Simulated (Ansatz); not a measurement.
AlH5OSi···H2O

```xyz
11

Al   -0.0901   -0.2206    0.0369
O    -0.4875   -0.1981    1.7492
Si   -1.4333   -0.6289    3.0326
H    -2.5106   -1.5821    2.6201
H    -0.6032   -1.2783    4.0927
H    -2.0719    0.5928    3.6155
H     1.4380   -0.3949   -0.3231
H    -1.2935   -0.2430   -0.9876
O     0.2182    2.5574    1.0125
H     1.1623    2.6565    1.1868
H    -0.0874    1.9758    1.7468
```

Not at a stationary point (largest force 1.1 eV/Å).

Level of theory: RKS PBE0-D4/def2-SVP in Ansatz.

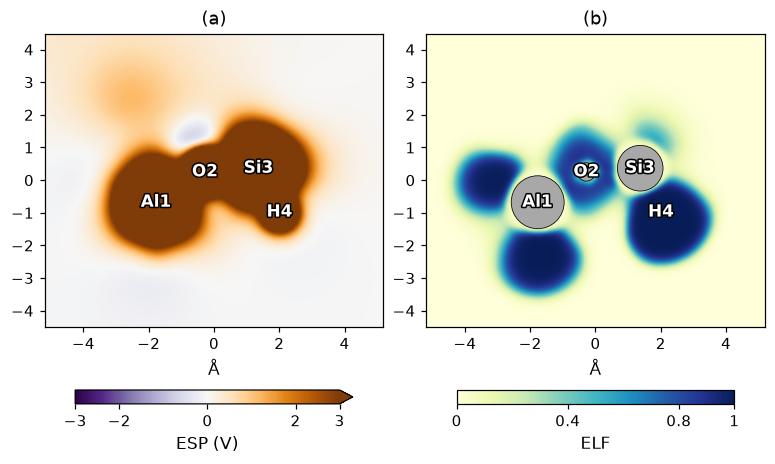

Figure 1. (a) electrostatic potential; (b) ELF on the plane of atoms Al1, O2 and Si3. Grey discs cover the atomic cores in the ELF map.

Q: Read the bonding off the picture.

A: The section cuts through Al, O, Si and H sites. Si–O (1.65 Å): the ELF peaks at about 0.85 between the atoms: a polar covalent bond. Al–O (1.76 Å): the ELF peaks at about 0.85 in the valence shell of O, 0.6 Å from its nucleus, and is about 0.40 at the midpoint. Si–H (1.50 Å): the ELF climbs to about 1 towards the hydrogen, as it does in any bond to H. The ELF also peaks beside O2, away from the bonds: lone-pair regions. Outside the dense part of the complex the potential is most negative (−0.6 V) near O2.

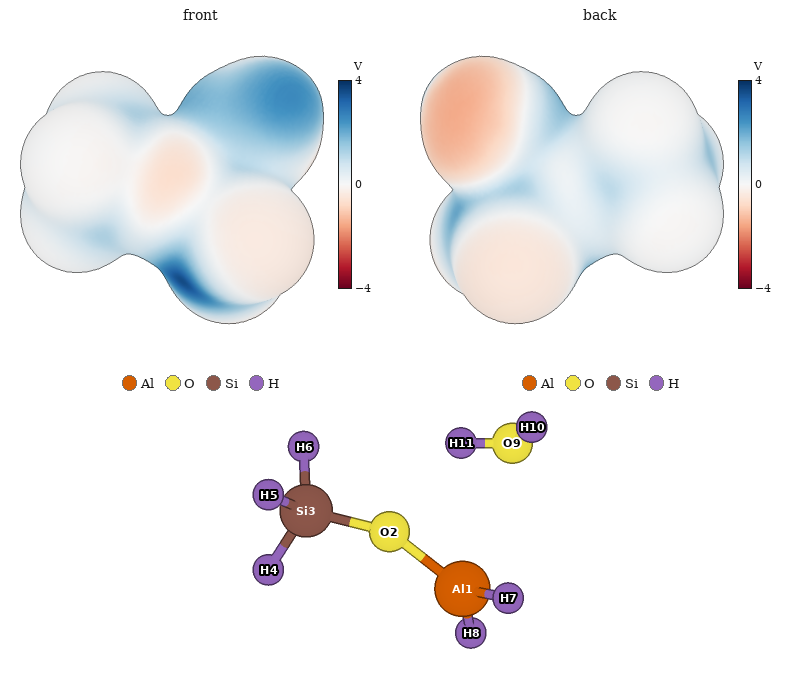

Figure 2. The electrostatic potential painted on the density surface at 0.002 e/bohr³, seen from the front and from behind; the colour scale runs from red (negative) to blue (positive). The bare structure is drawn below in the same view.

Q: Where is the surface potential most negative and most positive?

A: The most negative region (about −1.4 V) lies over O9, the most positive (about +3.2 V) over Al1. O9 is the likeliest acceptor of a hydrogen bond.

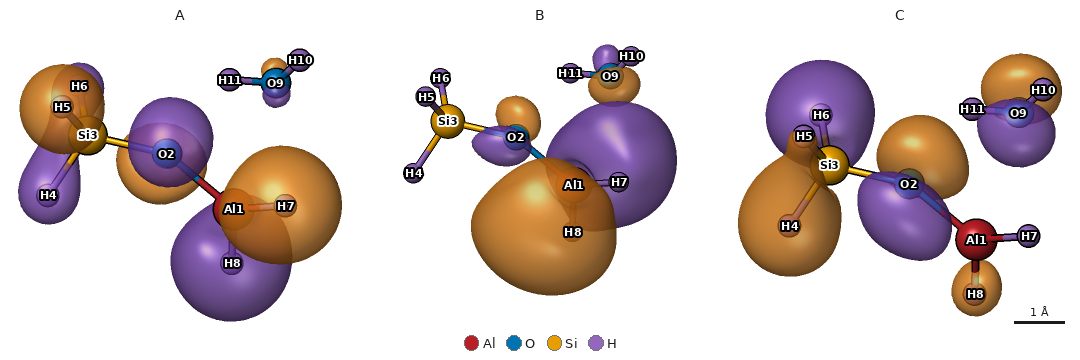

Figure 3. Three frontier orbitals at ±0.08 Å⁻³ᐟ² (orange and purple are the two phases), in no order.

Q: Which picture is the HOMO−1, the HOMO and the LUMO?

A: C is the HOMO−1 (−8.68 eV). It lies mainly on O2 (about 30 %), Si3 (about 20 %), H6 (about 15 %), O9 (about 15 %) and H4 (about 10 %). A is the HOMO (−8.17 eV). By Hirshfeld shares it lies mainly on O2 (about 25 %), H8 (about 20 %), Al1 (about 20 %), H7 (about 20 %) and Si3 (about 5 %). B is the LUMO (−0.76 eV). It lies mainly on Al1 (about 75 %).

Q: What is the HOMO–LUMO gap?

A: 7.41 eV between the orbital energies.
